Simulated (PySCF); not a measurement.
# CH7FSi2 (SMILES F[SiH2]C[SiH3]) at 3 levels

Wanted: a comparison of 3 runs (B3LYP/6-31G*, BLYP/pcseg-1) of CH7FSi2. The job is set up through a Python script.

The results are computed with PySCF 2.14.0.

## (1) Starting point

The species is CH7FSi2 (11 atoms), meant as a singlet with charge 0. As SMILES, `F[SiH2]C[SiH3]`. Geometry: relaxed at PBE0-D4/def2-TZVP. This is one conformer, not always the lowest.

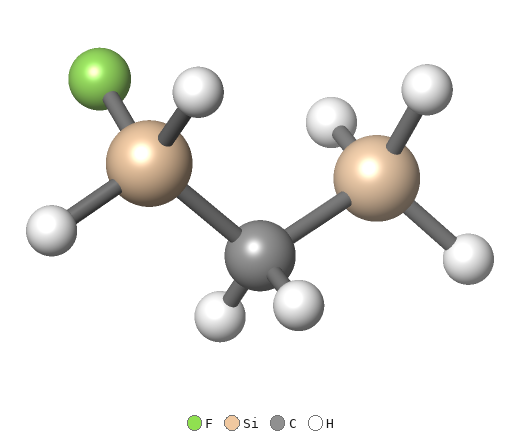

The structure, seen from a chosen angle (fluorine green, silicon light orange, carbon grey, hydrogen white).

## (2) Energy and gradient at B3LYP/6-31G(d) (spherical functions) (run 1)

Input file mol.xyz:

```xyz
11

F     -1.629100     1.667400     0.202000
Si    -0.069200     1.498400     0.534400
C      0.349200    -0.305900     0.605500
Si    -0.157200    -1.306900    -0.899700
H      0.694000     2.172900    -0.545000
H      0.175700     2.177500     1.831400
H      1.437100    -0.385200     0.722600
H     -0.101300    -0.751100     1.498900
H     -1.636400    -1.388400    -0.995700
H      0.369900    -0.665700    -2.134100
H      0.392600    -2.686000    -0.812200
```

Input file job.py:

```python
import pyscf.grad
from pyscf import gto, dft

molecule = gto.M(
    atom='mol.xyz',
    max_memory=1860,
    basis='6-31g*',
    verbose=4,
)

mf = dft.RKS(molecule)
mf.xc = 'b3lyp'
mf.conv_tol = 1e-10
mf.grids.level = 5
mf.kernel()
if not mf.converged:
    mf = mf.newton().run(mf.mo_coeff, mf.mo_occ)

e_final = mf.e_tot
print(f'total energy: {e_final:.8f} hartree')
grad = mf.Gradients().kernel()
mf.analyze()
```

Run with:

```bash
$ OMP_NUM_THREADS=1 python job.py
```

The log of the run:

```text
PySCF version 2.14.0

[... 104 lines left out ...]
MO #3   energy= -24.6736151280014  occ= 2
[... 14 lines left out ...]
MO #18  energy= -0.436970061700593 occ= 2
[... 14 lines left out ...]
MO #33  energy= 0.125416448174531  occ= 0
[... 14 lines left out ...]
MO #48  energy= 0.664641113043067  occ= 0
[... 14 lines left out ...]
MO #63  energy= 1.18817025155632   occ= 0
[... 14 lines left out ...]
MO #78  energy= 2.84287805523305   occ= 0
[... 92 lines left out ...]
Dipole moment(X, Y, Z, Debye):  1.49912, -0.60591,  0.85939
```

It took 38 s on 1 thread of Intel Xeon at 2.70GHz, shared host; peak memory 0.77 GiB.

## (3) Energy and gradient at B3LYP/6-31G(d) (Cartesian functions) (run 2)

Input file input.py:

```python
# F[SiH2]C[SiH3]
from pyscf import gto, dft

system = gto.M(
    atom='''
F     -1.629100     1.667400     0.202000
Si    -0.069200     1.498400     0.534400
C      0.349200    -0.305900     0.605500
Si    -0.157200    -1.306900    -0.899700
H      0.694000     2.172900    -0.545000
H      0.175700     2.177500     1.831400
H      1.437100    -0.385200     0.722600
H     -0.101300    -0.751100     1.498900
H     -1.636400    -1.388400    -0.995700
H      0.369900    -0.665700    -2.134100
H      0.392600    -2.686000    -0.812200
''',
    charge=0,
    verbose=4,
    max_memory=1860,
    cart=True,
    basis='6-31g*',
)

myscf = dft.RKS(system)
myscf.xc = 'b3lyp'
myscf.conv_tol = 1e-10
myscf.grids.level = 5
myscf.kernel()
if not myscf.converged:
    myscf = myscf.newton().run(myscf.mo_coeff, myscf.mo_occ)

e_final = myscf.e_tot
print('Final energy', e_final)
grad = myscf.nuc_grad_method().kernel()
dip = myscf.dip_moment()
pop, q = myscf.mulliken_pop()
```

Run with:

```bash
$ OMP_NUM_THREADS=1 python input.py
```

The log of the run:

```text
PySCF version 2.14.0

[... 80 lines left out ...]
converged SCF energy = -721.207673066859
Final energy -721.2076730668593
[... 12 lines left out ...]
Dipole moment(X, Y, Z, Debye):  1.50115, -0.60719,  0.85933
[... 94 lines left out ...]
charge of   10H =     -0.06880
```

Wall time 44 s (1 thread of Intel Xeon at 2.70GHz, shared host); peak memory 0.81 GiB.

## (4) Energy and forces at BLYP/pcseg-1 (run 3)

Input file calc.py:

```python
import pyscf.grad
from pyscf import gto, dft

mol = gto.Mole()
mol.atom = '''
F     -1.629100     1.667400     0.202000
Si    -0.069200     1.498400     0.534400
C      0.349200    -0.305900     0.605500
Si    -0.157200    -1.306900    -0.899700
H      0.694000     2.172900    -0.545000
H      0.175700     2.177500     1.831400
H      1.437100    -0.385200     0.722600
H     -0.101300    -0.751100     1.498900
H     -1.636400    -1.388400    -0.995700
H      0.369900    -0.665700    -2.134100
H      0.392600    -2.686000    -0.812200
'''
mol.verbose = 3
mol.max_memory = 1860
mol.basis = 'pcseg-1'
mol.build()

mf = dft.RKS(mol, xc='blyp')
mf.conv_tol = 1e-10
mf.grids.level = 5
mf.kernel()
if not mf.converged:
    mf = mf.newton().run(mf.mo_coeff, mf.mo_occ)

e_final = mf.e_tot
print(f'total energy: {e_final:.8f} hartree')
grad = mf.Gradients().kernel()
mf.analyze()
```

Run with:

```bash
$ OMP_NUM_THREADS=1 python calc.py
```

The log of the run:

```text
converged SCF energy = -721.101941852767
[... 23 lines left out ...]
MO #14  energy= -0.646982713597009 occ= 2
[... 16 lines left out ...]
MO #31  energy= 0.0536692720217324 occ= 0
[... 16 lines left out ...]
MO #48  energy= 0.45661897348003   occ= 0
[... 16 lines left out ...]
MO #65  energy= 1.08009747271143   occ= 0
[... 16 lines left out ...]
MO #82  energy= 2.00826655852299   occ= 0
[... 16 lines left out ...]
MO #99  energy= 3.14166514933887   occ= 0
[... 12 lines left out ...]
Dipole moment(X, Y, Z, Debye):  1.60269, -0.64394,  0.83877
```

Wall time 52 s (1 thread of Intel Xeon at 2.70GHz, shared host); peak memory 0.98 GiB.

## (5) Overview of the runs

```csv
run,level,Cartesian functions,energy (Eh),dipole moment (D),HOMO energy (eV),LUMO energy (eV),wall time
1,B3LYP/6-31G* (spherical functions),no,-721.202285,1.83,-8.52,0.48,38 s
2,B3LYP/6-31G* (Cartesian functions),yes,-721.207673,1.83,-8.52,0.45,44 s
3,BLYP/pcseg-1,no,-721.101942,1.92,-7.49,-0.37,52 s
```

## (6) Summary of results

| quantity | value |
| --- | --- |
| run 3: total energy | -721.10194 Eh |
| run 3: dipole moment | 1.92 D |
| run 3: HOMO energy | -7.49 eV |
| run 3: LUMO energy | -0.37 eV |
| run 3: HOMO–LUMO gap | 7.12 eV |
| run 3: largest force on an atom | 1.712 eV/Å |

In words: The dipole moment (its size) runs from 1.83 D (B3LYP/6-31G*) to 1.92 D (BLYP/pcseg-1). The two ends differ in method and basis. The HOMO–LUMO gap runs from 7.12 eV (BLYP/pcseg-1) to 9.00 eV (B3LYP/6-31G*). Totals of different functionals can't be ranked against each other. All runs together took 2.2 min, the longest 52 s.
